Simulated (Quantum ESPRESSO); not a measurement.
Converging the k-point mesh at a smearing width of 0.05 eV: Al (Fm-3m, 1 atom in the cell)

```yaml
crystal:
  lattice:
    - [-2.03107, 0.00000, 2.03107]
    - [0.00000, 2.03107, 2.03107]
    - [-2.03107, 2.03107, 0.00000]
  atoms:
    - { symbol: Al, position: [0.00000, 0.00000, 0.00000] }
```

Method of the run: PBEsol, SSSP 1.1.2 efficiency (PBE) pseudopotentials (plane waves; Quantum ESPRESSO).

Base settings: ecutwfc = 35 Ry; ecutrho = 280 Ry; occupations = smearing; smearing = gaussian; degauss = 0.0073499 Ry; input_dft = pbesol; potentials = {Al: Al.pbe-n-kjpaw_psl.1.0.0.UPF}; K_POINTS = automatic 14 14 14 0 0 0; conv_thr = 1e-11 Ry; mixing_beta = 0.4.

In this ladder: degauss = 0.0036749 Ry.

The second cell is the first with its lattice scaled by 0.98.

Only quantities that move along the ladder and can be compared are tabulated.

The count of work is k-points × plane waves × bands × iterations; it is no time. 

The starting cell has typed, rounded lattice constants, without a prior relaxation at this level. Its lattice was rescaled by up to half a per cent.

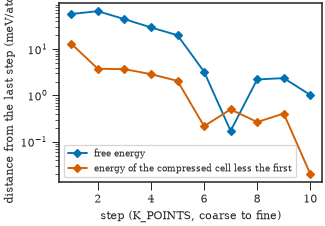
*Distance from the last step along the ladder; very small values are drawn at a floor.*

| K_POINTS | free energy less the last step's (meV/atom) | energy of the compressed cell less the first (meV/atom) | pressure (GPa) | count of work / last |
|---|---|---|---|---|
| automatic 5 5 5 0 0 0 | 57.70 | 11.22 | -0.81 | 0.010 |
| automatic 6 6 6 0 0 0 | -66.35 | 1.87 | -2.11 | 0.017 |
| automatic 7 7 7 0 0 0 | -44.65 | -5.60 | -3.19 | 0.024 |
| automatic 9 9 9 0 0 0 | 29.54 | 0.98 | -2.30 | 0.036 |
| automatic 10 10 10 0 0 0 | 20.03 | -3.97 | -2.70 | 0.055 |
| automatic 13 13 13 0 0 0 | 3.27 | -2.12 | -2.62 | 0.087 |
| automatic 15 15 15 0 0 0 | -0.17 | -2.40 | -2.75 | 0.12 |
| automatic 18 18 18 0 0 0 | 2.21 | -1.64 | -2.50 | 0.20 |
| automatic 22 22 22 0 0 0 | -2.37 | -1.50 | -2.57 | 0.34 |
| automatic 27 27 27 0 0 0 | -1.02 | -1.89 | -2.65 | 0.58 |
| automatic 33 33 33 0 0 0 | 0.00 | -1.90 | -2.62 | 1.0 |

Coarsest K_POINTS that holds the energy of the compressed cell less the first within 0.2 meV/atom of the last step, with all finer ones: automatic 27 27 27 0 0 0; the step before is off by 0.41 meV/atom.

Coarsest K_POINTS that holds the free energy within 5 meV/atom of the last step, with all finer ones: automatic 13 13 13 0 0 0, at 0.087 of the last step's count of work; the step before is off by 20 meV/atom.

Coarsest K_POINTS that holds the pressure within 0.1 GPa of the last step, with all finer ones: automatic 22 22 22 0 0 0, at 0.34 of the last step's count of work; the step before is off by 0.12 GPa.
